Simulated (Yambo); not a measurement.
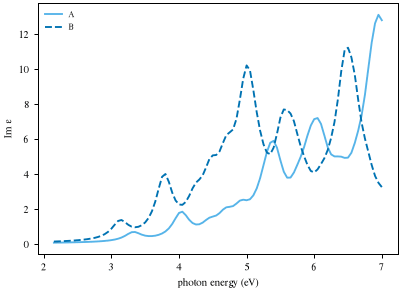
Two computed absorption spectra of ZnS (zinc blende, space group F-43m, No. 216) (Yambo, PBE bands with the same scissor, field along x)

### Question
Which curve includes the electron-hole attraction (BSE)?

### Answer
Curve B: the attraction moves weight to lower energy (centre of the plotted range 5.4 eV against 5.9 eV). Settings: 10×10×10 mesh, 3 valence and 1 conduction bands, static screening with 27 bands and a 4 Ry block, scissor 1.17 eV, Tamm-Dancoff. The scissor comes from a G0W0 run whose convergence isn't established. Broadening 0.15 eV. The band window holds all transitions up to 7.0 eV. On this mesh the peak heights and the fine structure are mesh artefacts; only the shift of weight is robust.

Geometry of the Materials Project entry, not relaxed at this level; primitive cell a = b = c = 3.8094 Å, α = β = γ = 60.00°.
